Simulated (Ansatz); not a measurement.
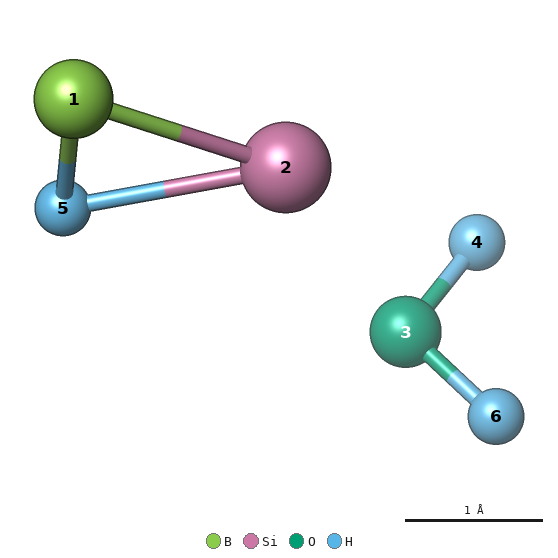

Orthographic view. Atoms fade into the background with distance from the viewer. Computed geometry: PBE-D4/def2-SVP optimisation. No frequency run is at hand to confirm it as a minimum.

Give the distance matrix in Å.

```tsv
atom	B1	Si2	O3	H4	H5	H6
B1	0.00					
Si2	1.84	0.00				
O3	4.04	2.41	0.00			
H4	4.51	2.83	0.98	0.00		
H5	1.41	1.69	3.11	3.69	0.00	
H6	4.55	2.85	0.98	1.55	3.74	0.00
```
